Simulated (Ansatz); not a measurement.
# AsH₂+ (triplet): correlated methods under varied settings at distance As1–H2 = 4.066 Å

Aim: run AsH₂+ (triplet) at one geometry under a spread of methods and options, and see what each costs and gives.

Computed with Ansatz 0.2.0, Gaussian basis. Level: the settings change from run to run.

14 further runs of the same task are left out: 12 that didn't finish, 2 set aside as unsound or not needed.

## Step 1: The system

The geometry derives from a PBE0/def2-TZVP stationary point (not a proven minimum). One bond is set to the value named and the two fragments are kept rigid. No spin-orbit coupling is included. The filled d shell of As may be among the frozen orbitals whatever the setting's name suggests; the logs give the count.

3 atoms, charge 1, spin multiplicity 3.

Atoms are counted from 1 here; the program's logs count them from 0.

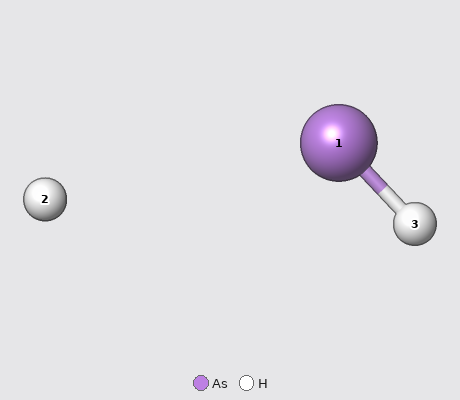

The structure; arsenic purple, hydrogen white; atoms are numbered from 1 in the order of the file.

## Step 2: NEVPT2(10,6)/STO-3G

in.yaml

```yaml
crystal:
  periodic: [false, false, false]
  atoms:
    - {symbol: As, position_ang: [0.000000, -0.035238, 0.029318]}
    - {symbol: H, position_ang: [0.000000, 1.925666, -3.532593]}
    - {symbol: H, position_ang: [0.000000, 0.693657, 1.353329]}
basis:
  gaussian: {orbitals: STO-3G}
total_charge: 1
magnetization: {spin_polarized: false, initial_magnetization: 2}
correlation: {method: sc_nevpt2, electrons: valence, active_space: {window: {electrons: 10, orbitals: 6}, states: [{multiplicity: 3, weights: [1, 1]}], root: 1}}
```

Launch:

```
$ ansatz run in.yaml --threads 1 --pin off --events-out ev --progress --plain --max-ram 2393MiB
```

Log:

```text
Functional definition: HF
  name "HF"
  cite "Fock, Z. Phys. 61, 126 (1930) doi:10.1007/BF01340294"
  parent pbe
  exchange = exact_x
  correlation = 0
217 factors; integrals over basis functions are off by at most 3.9e-8 eV
mean field evaluation 1: about -60132.4723 eV, gradient 4.5e0 eV
mean field evaluation 2: about -60132.4734 eV, gradient 4.5e0 eV
mean field evaluation 4: about -60137.8934 eV, gradient 5.5e0 eV
mean field evaluation 8: about -60138.0516 eV, gradient 3.5e0 eV
mean field evaluation 16: about -60138.1677 eV, gradient 3.7e-2 eV
mean field evaluation 32: about -60138.1691 eV, gradient 6.5e-5 eV
mean field evaluation 64: about -60134.7558 eV, gradient 4.0e0 eV
mean field -60138.16912558 eV, -2210.0369522501 hartree, gradient 2.1e-6 eV, S^2 2.000000; 7 other end points of the search recorded, 0 dependent functions left out
reference -60138.16912558 eV, -2210.0369522501 hartree; 18, 16 occupied and 2, 4 virtual orbitals, 217 factors
state -60138.16517307 eV, -2210.0368069980 hartree
state -60133.79666141 eV, -2209.8762671554 hartree
state -60138.16517307 eV, -2210.0368069980 hartree; corrected -60138.60943203 eV, -2210.0531332134 hartree
state -60133.79666141 eV, -2209.8762671554 hartree; corrected -60134.27122754 eV, -2209.8937071390 hartree
WARN: 3 active orbitals are nearly empty or full. The corrections depend on them more than the energy does, and are more stable in an active space without them
Total energy: -60134.27122754 eV, -2209.8937071390 hartree
```

It took 4.4 s on 1 thread of Intel Xeon at 2.50GHz, shared host.

From the report: 16 determinants; active occupations (of the averaged states) 2.00, 2.00, 2.00, 1.50, 1.50, 1.00. The report marks this result as in doubt.

## Step 3: BCCD(T) on UHF/STO-3G

in.yaml

```yaml
crystal:
  periodic: [false, false, false]
  atoms:
    - {symbol: As, position_ang: [0.000000, -0.035238, 0.029318]}
    - {symbol: H, position_ang: [0.000000, 1.925666, -3.532593]}
    - {symbol: H, position_ang: [0.000000, 0.693657, 1.353329]}
basis:
  gaussian: {orbitals: STO-3G}
total_charge: 1
magnetization: {spin_polarized: true, initial_magnetization: 2}
correlation: {method: bccd_t, electrons: all}
```

The command is unchanged.

Log (excerpt; [...] marks lines left out):

```text
Functional definition: HF
  name "HF"
  cite "Fock, Z. Phys. 61, 126 (1930) doi:10.1007/BF01340294"
  parent pbe
[...]
193 factors; integrals over basis functions are off by at most 1.4e-5 eV
[...]
mean field -60138.19008806 eV, -2210.0377226070 hartree, gradient 3.7e-6 eV, S^2 2.003355; 16 other end points of the search recorded, 0 dependent functions left out
determinant -60138.19008806 eV, -2210.0377226070 hartree, with singles and doubles -60139.12536235 eV, -2210.0720933030 hartree
determinant -60138.18851008 eV, -2210.0376646173 hartree, with singles and doubles -60139.12387129 eV, -2210.0720385078 hartree
determinant -60137.40436053 eV, -2210.0088476526 hartree, with singles and doubles -60137.96386371 eV, -2210.0294090155 hartree
determinant -60135.70274152 eV, -2209.9463143076 hartree, with singles and doubles -60137.05575419 eV, -2209.9960366062 hartree
determinant -60135.54530475 eV, -2209.9405286128 hartree, with singles and doubles -60137.64207266 eV, -2210.0175834125 hartree
determinant -60135.54367605 eV, -2209.9404687595 hartree, with singles and doubles -60137.64508895 eV, -2210.0176942590 hartree
determinant -60138.19008806 eV, -2210.0377226070 hartree, with singles and doubles -60139.12536916 eV, -2210.0720935532 hartree
determinant -60138.18851008 eV, -2210.0376646173 hartree, with singles and doubles -60139.12387961 eV, -2210.0720388133 hartree
reference -60138.19008806 eV, -2210.0377226070 hartree; 18, 16 occupied and 2, 4 virtual orbitals, 193 factors
second order -0.57480003 eV of doubles, -0.00000000 eV of singles
cycle   1  -0.93568319 eV  change   -4.0e-4 eV  update   1.1e-3
[...]
cycle   4  -0.93530971 eV  change   -1.8e-6 eV  update   3.6e-5
perturbative correction -0.00103757 eV, -0.0000381300 hartree
Total energy: -60139.12643534 eV, -2210.0721327349 hartree
```

Wall time 6.5 s (1 thread of Intel Xeon at 2.50GHz, shared host).

From the report: ⟨S²⟩ of the determinant 2.003 (pure triplet: 2.00); correlation -0.9363 eV; largest double amplitude 0.10.

## Step 4: HF/cc-pVDZ

in.yaml

```yaml
crystal:
  periodic: [false, false, false]
  atoms:
    - {symbol: As, position_ang: [0.000000, -0.035238, 0.029318]}
    - {symbol: H, position_ang: [0.000000, 1.925666, -3.532593]}
    - {symbol: H, position_ang: [0.000000, 0.693657, 1.353329]}
basis:
  gaussian: {orbitals: cc-pVDZ}
total_charge: 1
magnetization: {spin_polarized: false, initial_magnetization: 2}
hamiltonian: {xc: hf}
scf: {lower_state_search: full}
output: {orbitals: {seedname: orbitals}}
```

Same command.

Log (excerpt; [...] marks lines left out):

```text
Functional definition: HF
  name "HF"
  cite "Fock, Z. Phys. 61, 126 (1930) doi:10.1007/BF01340294"
  parent pbe
[...]
416 factors; integrals over basis functions are off by at most 1.1e-3 eV
[...]
mean field -60814.47050585 eV, -2234.8905695613 hartree, gradient 4.0e-7 eV, S^2 2.000000; 7 other end points of the search recorded, 0 dependent functions left out
reference -60814.47050585 eV, -2234.8905695613 hartree; 18, 16 occupied and 19, 21 virtual orbitals, 416 factors
Total energy: -60814.47050585 eV, -2234.8905695613 hartree
```

It took 3 s on 1 thread of Intel Xeon at 2.50GHz, shared host.

## Step 5: CCSDT(Q) on ROHF/6-31G*

Changes to in.yaml since step 4:

```diff
@@ -7,7 +7,7 @@
 basis:
-  gaussian: {orbitals: cc-pVDZ}
+  gaussian: {orbitals: "6-31G*"}
 total_charge: 1
 magnetization: {spin_polarized: false, initial_magnetization: 2}
-hamiltonian: {xc: hf}
+hamiltonian: {pseudopotentials: {relativity: none}}
+correlation: {method: ccsdt_q, electrons: outside_noble_gas, diis_vectors: 4}
 scf: {lower_state_search: full}
-output: {orbitals: {seedname: orbitals}}
```

Same command.

Log (excerpt; [...] marks lines left out):

```text
Functional definition: HF
  name "HF"
  cite "Fock, Z. Phys. 61, 126 (1930) doi:10.1007/BF01340294"
  parent pbe
[...]
593 factors; integrals over basis functions are off by at most 6.6e-8 eV
[...]
mean field -60807.24464808 eV, -2234.6250241862 hartree, gradient 8.5e-10 eV, S^2 2.000000; 12 other end points of the search recorded, 0 dependent functions left out
[...]
determinant -60807.24464808 eV, -2234.6250241862 hartree, with singles and doubles -60809.50673252 eV, -2234.7081542560 hartree
determinant -60807.23569863 eV, -2234.6246953000 hartree, with singles and doubles -60809.49794121 eV, -2234.7078311815 hartree
determinant -60807.24464808 eV, -2234.6250241862 hartree, with singles and doubles -60809.50928137 eV, -2234.7082479245 hartree
determinant -60807.23569863 eV, -2234.6246953000 hartree, with singles and doubles -60809.50046648 eV, -2234.7079239835 hartree
14 core orbitals not correlated: weight in the atoms' cores, before any rotation towards them, 1.000 or more for the frozen orbitals, at most 0.000 for the correlated occupied ones
reference -60807.24464808 eV, -2234.6250241862 hartree; 4, 2 occupied and 21, 23 virtual orbitals, 593 factors
second order -1.61944181 eV of doubles, -0.06778344 eV of singles
cycle   1  -2.07882826 eV  change   -3.9e-1 eV  update   5.5e-2
[...]
cycle  23  -2.31241809 eV  change    1.5e-7 eV  update   7.1e-7
perturbative correction -0.00102826 eV, -0.0000377878 hartree
Total energy: -60809.55809443 eV, -2234.7100417714 hartree
```

Run time: 19 s. Hardware: 1 thread of Intel Xeon at 2.50GHz, shared host.

From the report: correlation -2.3134 eV; T1 0.017; largest double amplitude 0.08.

## Step 6: CCSD/def2-mTZVP

in.yaml

```yaml
crystal:
  periodic: [false, false, false]
  atoms:
    - {symbol: As, position_ang: [0.000000, -0.035238, 0.029318]}
    - {symbol: H, position_ang: [0.000000, 1.925666, -3.532593]}
    - {symbol: H, position_ang: [0.000000, 0.693657, 1.353329]}
basis:
  gaussian: {orbitals: def2-mTZVP}
total_charge: 1
magnetization: {spin_polarized: false, initial_magnetization: 2}
hamiltonian: {xc: {name: PBE0}}
correlation: {method: ccsd, electrons: all}
accuracy: high
scf: {lower_state_search: full}
```

Launched as before.

Log (excerpt; [...] marks lines left out):

```text
Functional definition: PBE0
  name "PBE0"
  cite "Adamo & Barone, J. Chem. Phys. 110, 6158 (1999) doi:10.1063/1.478522"
  cite "Perdew, Burke & Ernzerhof, Phys. Rev. Lett. 77, 3865 (1996) doi:10.1103/PhysRevLett.77.3865"
  parent pbe
[...]
619 factors; integrals over basis functions are off by at most 4.7e-9 eV
[...]
mean field -60852.49477151 eV, -2236.2879355504 hartree, gradient 1.3e-8 eV, S^2 2.000000; 9 other end points of the search recorded, 0 dependent functions left out
[...]
reference -60814.43558084 eV, -2234.8892860911 hartree; 18, 16 occupied and 24, 26 virtual orbitals, 619 factors
second order -7.77918650 eV of doubles, -0.57833623 eV of singles
cycle   1  -7.69624703 eV  change    6.5e-1 eV  update   8.2e-2
[...]
cycle  29  -8.18536842 eV  change   -2.7e-9 eV  update   1.9e-9
Total energy: -60822.62094927 eV, -2235.1900928324 hartree
```

Wall time 39 s (1 thread of Intel Xeon at 2.50GHz, shared host).

From the report: correlation -8.1854 eV; T1 0.039; largest double amplitude 0.07. The orbitals are Kohn-Sham ones, so correlation energy and T1 don't compare with those on Hartree-Fock orbitals.

## Step 7: MRCISD+Q(relaxed)(2,6)/cc-pVDZ

in.yaml

```yaml
crystal:
  periodic: [false, false, false]
  atoms:
    - {symbol: As, position_ang: [0.000000, -0.035238, 0.029318]}
    - {symbol: H, position_ang: [0.000000, 1.925666, -3.532593]}
    - {symbol: H, position_ang: [0.000000, 0.693657, 1.353329]}
basis:
  gaussian: {orbitals: cc-pVDZ}
total_charge: 1
magnetization: {spin_polarized: false, initial_magnetization: 2}
correlation: {method: fic_mrcisd_q_relaxed, electrons: outside_noble_gas, active_space: {window: {electrons: 2, orbitals: 6}}}
accuracy: high
```

The command is unchanged.

Log (excerpt; [...] marks lines left out):

```text
Functional definition: HF
  name "HF"
  cite "Fock, Z. Phys. 61, 126 (1930) doi:10.1007/BF01340294"
  parent pbe
[...]
652 factors; integrals over basis functions are off by at most 4.5e-9 eV
[...]
mean field -60814.47054765 eV, -2234.8905710974 hartree, gradient 1.7e-8 eV, S^2 2.000000; 7 other end points of the search recorded, 0 dependent functions left out
reference -60814.47054765 eV, -2234.8905710974 hartree; 18, 16 occupied and 19, 21 virtual orbitals, 652 factors
state -60814.47099776 eV, -2234.8905876389 hartree
contracted CI cycle   1: correlation 0.00000000 eV, 0.0000000000 hartree, residual 1.05e1 eV
contracted CI cycle   2: correlation -2.23453423 eV, -0.0821176182 hartree, residual 2.27e0 eV
contracted CI cycle   3: correlation -2.36645151 eV, -0.0869654891 hartree, residual 9.00e-1 eV
contracted CI cycle   4: correlation -2.38711400 eV, -0.0877248215 hartree, residual 4.16e-1 eV
[...]
contracted CI cycle  13: correlation -2.39220424 eV, -0.0879118843 hartree, residual 4.18e-4 eV
contracted CI cycle  14: correlation -2.39220424 eV, -0.0879118845 hartree, residual 2.55e-4 eV
contracted CI cycle  15: correlation -2.39220425 eV, -0.0879118845 hartree, residual 1.03e-4 eV
contracted CI cycle  16: correlation -2.39220425 eV, -0.0879118845 hartree, residual 3.33e-5 eV
contracted CI cycle  17: correlation -2.39220425 eV, -0.0879118845 hartree, residual 1.49e-5 eV
contracted CI cycle  18: correlation -2.39220425 eV, -0.0879118845 hartree, residual 1.12e-5 eV
contracted CI cycle  19: correlation -2.39220425 eV, -0.0879118845 hartree, residual 6.59e-6 eV
contracted CI cycle  20: correlation -2.39220425 eV, -0.0879118845 hartree, residual 3.02e-6 eV
state -60814.47099776 eV, -2234.8905876389 hartree; corrected -60817.01852987 eV, -2234.9842077169 hartree
WARN: 4 active orbitals are nearly empty or full. The corrections depend on them more than the energy does, and are more stable in an active space without them
Total energy: -60817.01852987 eV, -2234.9842077169 hartree
```

It took 64 s on 1 thread of Intel Xeon at 2.50GHz, shared host.

From the report: 18 determinants; active occupations 1.00, 1.00, 0.00, 0.00, 0.00, 0.00. The report marks this result as in doubt.

## Step 8: All runs side by side

Where basis and cores are those of an earlier FCI/cc-pVDZ run (-60816.9770 eV), and the state is the same kind, the miss against it is given. † marks a result that the program doubts.

| level | correlated | functions | energy (eV) | from FCI (meV) | time |
| --- | --- | --- | --- | --- | --- |
| NEVPT2(10,6)/STO-3G (excited root 1 of an average) † | valence | 20 | -60134.2712 |  | 4.4 s |
| BCCD(T) on UHF/STO-3G | all | 20 | -60139.1264 |  | 6.5 s |
| HF/cc-pVDZ |  | 37 | -60814.4705 | 2506.5 | 3 s |
| CCSDT(Q) on ROHF/6-31G* | outside noble gas | 39 | -60809.5581 |  | 19 s |
| CCSD/def2-mTZVP (on PBE0 orbitals) | all | 42 | -60822.6209 |  | 39 s |
| MRCISD+Q(relaxed)(2,6)/cc-pVDZ † | outside noble gas | 37 | -60817.0185 | -41.5 | 64 s |

## Step 9: Summary of results

```
quantity                                   value
    runs                                       6
quickest                         HF/cc-pVDZ, 3 s
 slowest  MRCISD+Q(relaxed)(2,6)/cc-pVDZ †, 64 s
```

In words: Total energies in different bases, with other cores or another treatment of relativity can't be set against each other. MRCISD+Q(relaxed)(2,6)/cc-pVDZ † took 21 times as long as HF/cc-pVDZ; the jobs differ in more than the method. Hartree-Fock, CASSCF and CASCI lack dynamic correlation by design.
